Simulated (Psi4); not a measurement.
**AsF3 (arsenic trifluoride): levels of theory compared**

Aim: a comparison of 5 runs (HF/STO-3G, M06-L/cc-pVDZ, TPSS/cc-pVDZ, B3LYP/6-31G*) of AsF3 (arsenic trifluoride). 

The results are computed with Psi4 1.11.

20 further runs of the same task are left out: 19 that didn't finish, 1 set aside as unsound or not needed.

### Step 1. Starting point

AsF3 has 4 atoms, charge 0, and is taken as a singlet. As SMILES, `F[As](F)F`. One bond was lengthened or shortened from a relaxed shape.

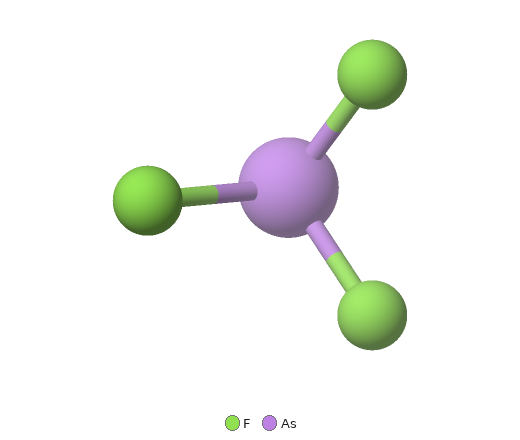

Viewed from a chosen angle; fluorine green, arsenic purple.

### Step 2. The energy at HF/STO-3G (run 1)

asf3.py reads:

```python
import psi4

psi4.set_memory('2200 MB')
psi4.set_num_threads(1)
psi4.core.set_output_file('psi4.out', False)

mol = psi4.geometry("""
F
As 1 1.972701
F 2 1.715367 1 95.902
F 2 1.715376 3 95.90342 1 96.58176
units angstrom
symmetry c1
""")

psi4.set_options({
    'basis': 'STO-3G',
    'puream': True,
    'e_convergence': 1e-09,
    'd_convergence': 1e-08,
    'scf_type': 'pk',
})

result, w = psi4.energy('hf', return_wfn=True)
psi4.oeprop(w, 'MAYER_INDICES', 'DIPOLE', 'WIBERG_LOWDIN_INDICES')
print('E =', round(result, 9))
```

On the command line:

```
$ python asf3.py
```

psi4.out:

```text
[...]
  Running in c1 symmetry.
[...]
  Nuclear repulsion =  310.979670566447680
[...]
  Multiplicity = 1
[...]
  Nalpha       = 30
  Nbeta        = 30
[...]
    Number of basis functions: 33
[...]
   @RHF iter   1: -2503.29227015492006   -3.72979e+00   1.17281e-02 DIIS/ADIIS
[...]
   @RHF iter  11: -2503.35647078326519   -2.72848e-12   7.62573e-09 DIIS
[...]
    Orbital Energies [Eh]
    ---------------------
    Doubly Occupied:
       1A   -427.711907     2A    -54.582828     3A    -49.481100
       4A    -49.481061     5A    -49.479946     6A    -25.881531
       7A    -25.881300     8A    -25.848585     9A     -7.444128
      10A     -5.381904    11A     -5.380642    12A     -5.374904
      13A     -1.492521    14A     -1.468632    15A     -1.400512
      16A     -1.259391    17A     -1.258613    18A     -1.251760
      19A     -1.250736    20A     -1.248408    21A     -0.699123
      22A     -0.530629    23A     -0.527964    24A     -0.521205
      25A     -0.473803    26A     -0.450685    27A     -0.444992
      28A     -0.427691    29A     -0.398463    30A     -0.304316
[...]
  @RHF Final Energy: -2503.35647078326519
   => Energetics <=
    Nuclear Repulsion Energy =            310.9796705664476804
    One-Electron Energy =               -4133.9937250173734355
    Two-Electron Energy =                1319.6575836676604467
    Total Energy =                      -2503.3564707832656495
[...]
 Multipole Moments:
 ------------------------------------------------------------------------------------
     Multipole            Electronic (a.u.)      Nuclear  (a.u.)        Total (a.u.)
 ------------------------------------------------------------------------------------
 L = 1.  Multiply by 2.5417464519 to convert [e a0] to [Debye]
 Dipole X            :          1.4090404           -1.1496612            0.2593792
 Dipole Y            :          1.2557799           -1.0246158            0.2311641
 Dipole Z            :          1.4804261           -1.0987139            0.3817122
 Magnitude           :                                                    0.5161575
[...]
```

The script printed:

```text
E = -2503.356470783
```

It took 8.7 s on 1 thread of Intel Xeon at 2.50GHz (Skylake/Cascade Lake), shared host; peak memory 0.2 GiB.

### Step 3. A single-point energy at M06-L/cc-pVDZ (run 2)

job.py reads:

```python
import psi4

psi4.set_memory('2200 MB')
psi4.set_num_threads(1)
psi4.set_output_file('psi4.out', False)

molecule = psi4.geometry("""
0 1
F
As 1 1.972701
F 2 1.715367 1 95.902
F 2 1.715376 3 95.90342 1 96.58176
symmetry c1
no_reorient
no_com
""")

psi4.set_options({
    'reference': 'rks',
    'puream': True,
    'e_convergence': 1e-09,
    'd_convergence': 1e-08,
    'scf_type': 'pk',
    'dft_radial_points': 99,
    'dft_spherical_points': 590,
})

e_tot, wfn = psi4.energy("m06-l/cc-pVDZ", return_wfn=True)
psi4.oeprop(wfn, "LOWDIN_CHARGES", "MULLIKEN_CHARGES", "DIPOLE")
print(f'total energy {e_tot:.8f} hartree = {e_tot * 27.211386:.5f} eV')
```

On the command line:

```
$ python job.py
```

psi4.out:

```text
[...]
  Running in c1 symmetry.
[...]
  Nuclear repulsion =  310.979670566447680
[...]
  Multiplicity = 1
[...]
  Nalpha       = 30
  Nbeta        = 30
[...]
    Number of basis functions: 69
[...]
   @RKS iter   1: -2535.04694630652875   -3.30144e+00   1.40190e-02 ADIIS/DIIS
[...]
   @RKS iter  12: -2535.34218416395970   -2.27374e-12   9.10538e-09 DIIS
[...]
  @RKS Final Energy: -2535.34218416395970
   => Energetics <=
    Nuclear Repulsion Energy =            310.9796705664476804
    One-Electron Energy =               -4150.2329084399989370
    Two-Electron Energy =                1418.3388267541890855
    DFT Exchange-Correlation Energy =    -114.4277730445972736
    Empirical Dispersion Energy =           0.0000000000000000
    VV10 Nonlocal Energy =                  0.0000000000000000
    Total Energy =                      -2535.3421841639597005
[...]
 Multipole Moments:
 ------------------------------------------------------------------------------------
     Multipole            Electronic (a.u.)      Nuclear  (a.u.)        Total (a.u.)
 ------------------------------------------------------------------------------------
 L = 1.  Multiply by 2.5417464519 to convert [e a0] to [Debye]
 Dipole X            :          1.7647023           -1.1496612            0.6150411
 Dipole Y            :          1.5727463           -1.0246158            0.5481306
 Dipole Z            :          2.1057532           -1.0987139            1.0070393
 Magnitude           :                                                    1.3010960
[...]
  Mulliken Charges: (a.u.)
   Center  Symbol    Alpha    Beta     Spin     Total
       1     F     4.71703  4.71703  0.00000 -0.43406
       2    AS    15.92149 15.92149  0.00000  1.15703
       3     F     4.68074  4.68074  0.00000 -0.36148
       4     F     4.68074  4.68074  0.00000 -0.36149
   Total alpha = 30.00000, Total beta = 30.00000, Total charge = -0.00000
  Lowdin Charges: (a.u.)
   Center  Symbol    Alpha    Beta     Spin     Total
       1     F     4.67362  4.67362  0.00000 -0.34723
       2    AS    16.10854 16.10854  0.00000  0.78292
[...]
```

Standard output:

```text
total energy -2535.34218416 hartree = -68990.17482 eV
```

It took 63 s on 1 thread of Intel Xeon at 2.50GHz (Skylake/Cascade Lake), shared host; peak memory 1.3 GiB.

Runs 3 to 4 aren't shown in full; the table further down has their settings and results.

### Step 4. A single-point energy at B3LYP/6-31G(d) (Cartesian functions) (run 5)

input.inp reads:

```
memory 2200 MB

molecule system {
  0 1
  F     -0.443458     0.523517     1.585896
  As    -0.461950    -0.457240    -0.125630
  F      1.203970    -0.865930    -0.112740
  F     -0.296160     0.927580    -1.124280
  units angstrom
  symmetry c1
  no_reorient
  no_com
}

set {
  basis 6-31G*
  puream false
  e_convergence 1e-09
  d_convergence 1e-08
  scf_type pk
  dft_radial_points 99
  dft_spherical_points 590
}

result = energy("b3lyp")
```

On the command line:

```
$ psi4 input.inp input.out -n 1
```

input.out:

```text
[...]
  Running in c1 symmetry.
[...]
  Nuclear repulsion =  310.979711417408112
[...]
  Multiplicity = 1
[...]
  Nalpha       = 30
  Nbeta        = 30
[...]
    Number of basis functions: 80
[...]
   @RKS iter   1: -2534.18587452563361   -2.69698e+00   3.44864e-02 DIIS/ADIIS
[...]
   @RKS iter  11: -2535.19801453159926    1.81899e-12   4.62451e-09 DIIS
[...]
    Orbital Energies [Eh]
    ---------------------
    Doubly Occupied:
       1A   -426.004643     2A    -53.991588     3A    -48.284303
       4A    -48.284043     5A    -48.282538     6A    -24.724747
       7A    -24.724743     8A    -24.660287     9A     -7.138892
      10A     -5.196552    11A     -5.195914    12A     -5.190482
      13A     -1.767533    14A     -1.765925    15A     -1.762177
      16A     -1.760809    17A     -1.758706    18A     -1.219950
      19A     -1.190030    20A     -1.105223    21A     -0.660892
      22A     -0.514713    23A     -0.487141    24A     -0.477813
      25A     -0.438296    26A     -0.427921    27A     -0.425620
      28A     -0.368592    29A     -0.363578    30A     -0.345198
[...]
  @RKS Final Energy: -2535.19801453159926
   => Energetics <=
    Nuclear Repulsion Energy =            310.9797114174081116
    One-Electron Energy =               -4150.2142826714534749
    Two-Electron Energy =                1396.2286187154361414
    DFT Exchange-Correlation Energy =     -92.1920619929901335
    Empirical Dispersion Energy =           0.0000000000000000
    VV10 Nonlocal Energy =                  0.0000000000000000
    Total Energy =                      -2535.1980145315997106
[...]
 Multipole Moments:
 ------------------------------------------------------------------------------------
     Multipole            Electronic (a.u.)      Nuclear  (a.u.)        Total (a.u.)
 ------------------------------------------------------------------------------------
 L = 1.  Multiply by 2.5417464519 to convert [e a0] to [Debye]
 Dipole X            :         20.3109840          -20.9101635           -0.5991795
 Dipole Y            :         17.7241003          -18.5616780           -0.8375777
 Dipole Z            :          1.3044385           -1.9008868           -0.5964484
 Magnitude           :                                                    1.1900854
[...]
```

Run time: 24 s. Hardware: 1 thread of Intel Xeon at 2.50GHz (Skylake/Cascade Lake), shared host; peak memory 0.7 GiB.

### Step 5. All runs side by side

```csv
run,level,integration grid,task,energy (Eh),dipole moment (D),HOMO energy (eV),LUMO energy (eV),wall time
1,HF/STO-3G,–,energy,-2503.356471,1.31,-8.28,7.52,8.7 s
2,M06-L/cc-pVDZ,99 radial × 590 angular,energy,-2535.342184,3.31,-8.42,-2.38,63 s
3,TPSS/cc-pVDZ,99 radial × 590 angular,energy,-2535.413871,2.94,-8.14,-2.50,72 s
4,B3LYP/6-31G* (spherical functions),99 radial × 590 angular,gradient,-2535.187067,3.02,-9.39,-1.91,41 s
5,B3LYP/6-31G* (Cartesian functions),99 radial × 590 angular,energy,-2535.198015,3.02,-9.39,-1.92,24 s
```

### Step 6. What came out

| quantity | value |
| --- | --- |
| run 5: total energy | -2535.19801 Eh |
| run 5: dipole moment | 3.02 D |
| run 5: HOMO energy | -9.39 eV |
| run 5: LUMO energy | -1.92 eV |
| run 5: HOMO–LUMO gap | 7.48 eV |

In words: The dipole moment (its size) runs from 1.31 D (HF/STO-3G) to 3.31 D (M06-L/cc-pVDZ). The two ends differ in method and basis. The HOMO–LUMO gap runs from 5.64 eV (TPSS/cc-pVDZ) to 15.80 eV (HF/STO-3G). Totals of different functionals can't be ranked against each other. In run 1 the basis is minimal, so the values are rough. All runs together took 3.5 min, the longest 72 s.
